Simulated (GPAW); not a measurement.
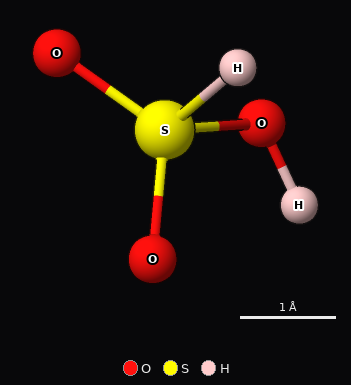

*The structure as given in the input (ball-and-stick view, seen at a tilt).*

Atomisation calculation, with input and output: H$_{2}$SO$_{3}$

- system: H$_{2}$SO$_{3}$, SMILES O=[SH](=O)O
- method: C09-vdW/real-space grid, scalar-relativistic datasets (GPAW 26.7.0)

The geometry comes from this level: GFN2-xTB.

**Input (H2O3S.py)**
```python
from ase import Atoms
from ase.io import read
from gpaw import GPAW

# Structure
molecule = read('H2O3S.xyz')
molecule.center(vacuum=4.5)

# Calculator
calculator = GPAW(mode='fd',
                  occupations={'name': 'fermi-dirac', 'width': 0.02},
                  xc={'name': 'C09-vdW', 'backend': 'libvdwxc'},
                  maxiter=100,
                  symmetry='off',
                  h=0.2,
                  txt='-')
molecule.calc = calculator

e = molecule.get_potential_energy()
e_mol = {'C09-vdW': e}

# Free atoms in the same box, Hund's rule
e_atom = {}
for symbol in sorted(set(molecule.symbols)):
    atom = Atoms(symbol, cell=molecule.cell, pbc=molecule.pbc)
    atom.center()
    atom.calc = GPAW(mode='fd',
                     symmetry='off',
                     xc={'name': 'C09-vdW', 'backend': 'libvdwxc'},
                     h=0.2,
                     maxiter=150,
                     hund=True,
                     txt=f'{symbol}_atom.txt')
    e = atom.get_potential_energy()
    e_atom[symbol] = {'C09-vdW': e}

atomisation = {xc: sum(e_atom[x][xc] for x in molecule.symbols) - e_mol[xc] for xc in e_mol}
for xc, de in atomisation.items():
    print(f'{xc:32} {de:9.3f} eV')
```

**File H2O3S.xyz**
```
6

O      0.188250    -1.192850     1.224360
S      0.256180    -0.315220     0.116680
O      0.268070    -0.800210    -1.222620
O     -0.868700     0.812960     0.231790
H      1.372490     0.488280     0.290220
H     -1.216290     1.007040    -0.640440
```

Command:
```bash
python H2O3S.py > H2O3S.log
```

**Log**
```
__  _  _
 | _ |_)|_||  |
 |__||  | ||/\| - 26.7.0

units:  Angstrom and eV
cores:  1
OpenMP: False

Versions:
  Python: 3.12.14
  ASE:    3.29.0
  Numpy:  2.5.5
  Scipy:  1.18.1
  Libxc:  7.0.0

        _gpaw.cpython-312-aarch64-linux-gnu.so

Input parameters:
  mode=FD(),
  h=0.2,
  maxiter=100,
  occupations=Occupations(name='fermi-dirac', width=0.02),
  symmetry=Symmetry(point_group=False, time_reversal=False),
  xc=XC(name='C09-vdW', backend='libvdwxc')

Diagonalizing LCAO Hamiltonian
Converting LCAO to fd mode
        .---------------------------.
       /|                           |
      / |                           |
     /  |                           |
    /   |                           |
   /    |                           |
  /     |                           |
 *      |                           |
 |      |                           |
 |      |                           |
 |      |        OOS  H             |
 |      |       H                   |
 |      |          O                |
 |      |                           |
 |      .---------------------------.
 |     /                           /
 |    /                           /
 |   /                           /
 |  /                           /
 | /                           /
 |/                           /
 *---------------------------*

Atoms  # Å, Bohr magnetons
|   | symbol |        x |        y |        z |    initial magnetic moments |
|---|--------|----------|----------|----------|-----------------------------|
| 0 |      O | 5.904540 | 4.500000 | 6.946980 | ( 0.0000,  0.0000,  0.0000) |
| 1 |      S | 5.972470 | 5.377630 | 5.839300 | ( 0.0000,  0.0000,  0.0000) |
| 2 |      O | 5.984360 | 4.892640 | 4.500000 | ( 0.0000,  0.0000,  0.0000) |
| 3 |      O | 4.847590 | 6.505810 | 5.954410 | ( 0.0000,  0.0000,  0.0000) |
| 4 |      H | 7.088780 | 6.181130 | 6.012840 | ( 0.0000,  0.0000,  0.0000) |
| 5 |      H | 4.500000 | 6.699890 | 5.082180 | ( 0.0000,  0.0000,  0.0000) |

Unit cell  # Å
| periodic |         x |         y |         z |   lengths |    angles |
|----------|-----------|-----------|-----------|-----------|-----------|
|       no | 11.588780 |  0.000000 |  0.000000 | 11.588780 | 90.000000 |
|       no |  0.000000 | 11.199890 |  0.000000 | 11.199890 | 90.000000 |
|       no |  0.000000 |  0.000000 | 11.446980 | 11.446980 | 90.000000 |

Number of symmetries: 1
Symmetry operations  # r_c * U_cc + t_c -> r_c
|   | kind |            matrix            |
|---|------|------------------------------|
| 0 |  E   |  1, 0, 0,  0, 1, 0,  0, 0, 1 |

BZ-sampling:
  Number of BZ points: 1
  Number of IBZ points: 1

  Monkhorst-Pack size: [1, 1, 1]
  Monkhorst-Pack shift: [0, 0, 0]

K-points  # in reciprocal-cell coordinates
|   |                                coordinates |     weight |
|---|--------------------------------------------|------------|
| 0 | (  0.00000000,   0.00000000,   0.00000000) | 1.00000000 |

Uniform wave function grid shape: (np.int64(55), np.int64(55), np.int64(55))
Spin-components: 1 (collinear spins)
Bands:           18
Projectors:      26
Spin-degeneracy: 2
Datatype:        float64

  Storage: CPU
  Wave functions: 23_958_000 bytes (23_958_000 per core)

Parallelization:
  kpt:    1
  domain: 1
  band:   1

Density:
  Valence electrons: 26.0
  Components: 1
  Grid points: [56 56 56]
  Charge: 0.0  # |e|

Potential:
  Grid points: [56 56 56]

species:
  O:
    name:    Oxygen
    Z:       8.0
    valence: 6
    core:    2
    charge:  0.0  # [|e|]
    file:    O.PBE.gz
    compensation charges:
      type: gauss
      rc: 0.21  # [Å]
      lmax: 2
    cutoffs:
      filter: 1.17  # [Å]
      core: 0.83  # [Å]
    projectors
    | kind |    occ | energy [eV] | rcut [Å] |
    |------|--------|-------------|----------|
    |   2s |  2.000 |     -23.961 |    0.688 |
    |   2p |  4.000 |      -9.029 |    0.598 |
    |    s |        |       3.251 |    0.688 |
    |    p |        |      18.182 |    0.598 |
    |    d |        |       0.000 |    0.619 |

    Using partial waves for O as LCAO basis

  S:
    name:    Sulfur
    Z:       16.0
    valence: 6
    core:    10
    charge:  0.0  # [|e|]
    file:    S.PBE.gz
    compensation charges:
      type: gauss
      rc: 0.24  # [Å]
      lmax: 2
    cutoffs:
      filter: 1.77  # [Å]
      core: 1.66  # [Å]
    projectors
    | kind |    occ | energy [eV] | rcut [Å] |
    |------|--------|-------------|----------|
    |   3s |  2.000 |     -17.254 |    0.974 |
    |   3p |  4.000 |      -7.008 |    0.979 |
    |    s |        |       9.957 |    0.974 |
    |    p |        |      20.203 |    0.979 |
    |    d |        |       0.000 |    0.900 |

    Using partial waves for S as LCAO basis

  H:
    name:    Hydrogen
    Z:       1.0
    valence: 1
    core:    0
    charge:  0.0  # [|e|]
    file:    H.PBE.gz
    compensation charges:
      type: gauss
      rc: 0.15  # [Å]
      lmax: 2
    cutoffs:
      filter: 0.85  # [Å]
      core: 0.53  # [Å]
    projectors
    | kind |    occ | energy [eV] | rcut [Å] |
    |------|--------|-------------|----------|
    |   1s |  1.000 |      -6.494 |    0.476 |
    |    s |        |      20.717 |    0.476 |
    |    p |        |       0.000 |    0.476 |

    Using partial waves for H as LCAO basis

Reference energy: -17005.157125  # eV

eigensolver:
  PPCG
  Converge bands: occupied
  niter=2

density mixing:
  MSR1-Mixer
  Pratt-step length: 0.05
  Maximum mixing coefficient: 0.75
  Old densities: 10
  SVD Regularization: 0.005
  Good broyden scale: 1.0
  Trust region scale: 1.0
  Backstep threshold: 4.0
  History deletion threshold: 6.0
  Fourier metric: weight=20.0, sigma=0.015

occupation numbers:
  Fermi-Dirac:
    width: 0.0200  # eV

FastPoissonSolver using
    Stencil: 6*3+1=19 point O(h^6) finite-difference Laplacian
    FFT axes: []
    FST axes: [np.int64(0), np.int64(1), np.int64(2)]

xc functional:
  name: vdW-C09 with libvdwxc
  Mode: serial
  Semilocal: GGA_X_C09X+LDA_C_PW with 2 nearest neighbor stencil
  Corresponding non-local functional: vdW-DF
  Local blocksize: 112 x 112 x 112
  PAW datasets: PBE
interpolation: tri-quintic # 5. degree polynomial

Initialization done in: 2.701 s

convergence criteria:
- Maximum [total energy] change in last 3 cyles: 0.0005 eV / valence electron
- Maximum integral of absolute [dens]ity change: 0.0001 electrons / valence electron
- Maximum integral of absolute [eigenst]ate change: 4e-08 eV^2 / valence electron
maximum number of iterations: 100

SCF iterations
|iter     |     time |      energy | eigst |  dens |
|---------|----------|-------------|-------|-------|
|iter:   1| 00:00:03 |  -14.645409 | +1.29 |       |
|iter:   2| 00:00:06 |  -13.738961 | +0.23 | -0.72 |
|iter:   3| 00:00:08 |  -10.630595 | +0.57 | -0.78 |
|iter:   4| 00:00:11 |  -10.656914 | -0.34 | -1.34 |
|iter:   5| 00:00:13 |  -10.662530 | -0.99 | -1.61 |
|iter:   6| 00:00:16 |  -10.660242c| -1.63 | -2.19 |
|iter:   7| 00:00:18 |  -10.660413c| -2.31 | -2.55 |
|iter:   8| 00:00:21 |  -10.660348c| -3.13 | -2.97 |
|iter:   9| 00:00:23 |  -10.660364c| -3.88 | -3.50 |
|iter:  10| 00:00:26 |  -10.660367c| -4.57 | -3.91 |
|iter:  11| 00:00:28 |  -10.660367c| -5.26 | -4.21c|
|iter:  12| 00:00:31 |  -10.660367c| -5.97 | -4.66c|
|iter:  13| 00:00:33 |  -10.660367c| -6.64 | -5.19c|
|iter:  14| 00:00:36 |  -10.660367c| -7.25 | -5.65c|
|iter:  15| 00:00:38 |  -10.660367c| -7.55c| -6.02c|

Converged in 15 steps
SCF loop duration: 35.267 s (2.351 s/step)
Energy contributions relative to reference atoms: (reference = -17005.157125)

Energy contributions:
  Kinetic:          37.958242
  Coulomb:         -37.159227
  Zero:              1.974807
  External:          0.000000
  Xc:              -13.434189
  Entropy:          -0.000000
  Spinorbit:         0.000000
  ----------------------------
  Free energy:     -10.660367
  Extrapolated:    -10.660367

dipole moment: (0.006289, 0.601472, -0.178818)  # |e|*Ang

Fermi level: -5.197
Eigenvalues  # (at kpt = [0.000, 0.000, 0.000])
| band index |      eig [eV] | occ [0-2] |
|------------|---------------|-----------|
|          0 |       -29.608 |     2.000 |
|        ... |               |           |
|          5 |       -13.123 |     2.000 |
|          6 |       -12.295 |     2.000 |
|          7 |       -11.229 |     2.000 |
|          8 |        -9.765 |     2.000 |
|          9 |        -9.252 |     2.000 |
|         10 |        -8.744 |     2.000 |
|         11 |        -8.552 |     2.000 |
|         12 |        -8.128 |     2.000 |
|         13 |        -1.180 |     0.000 |
|         14 |        -1.073 |     0.000 |
|         15 |        -0.200 |     0.000 |
|         16 |         0.137 |     0.000 |
|         17 |         0.462 |     0.000 |

Gap: 6.948 eV
Transition (v -> c):
  (s=0, k=0, n=12, [0.00, 0.00, 0.00]) -> (s=0, k=0, n=13, [0.00, 0.00, 0.00])
No difference between direct/indirect transitions
vacuum-level: 0.000  # V
C09-vdW                             22.564 eV
```

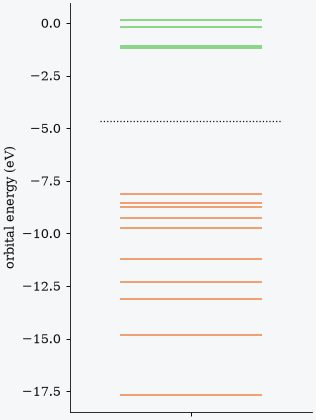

*Orbital energies near the frontier; the dotted line parts filled from empty levels, and levels within 0.02 eV of each other stand side by side.*

Highest filled −8.13 eV, lowest empty −1.18 eV, 6.95 eV apart.

**Summary**

```csv
quantity,value
outcome,converged
energy relative to the program's reference atoms,−10.6604 eV
atomisation energy,22.564 eV
HOMO,−8.13 eV
LUMO,−1.18 eV
dipole moment,3.01 D
hardware,"1 thread of Arm Neoverse V1, 24 GiB of memory available, shared host"
wall time,2.2 min
peak memory,2 GiB
```
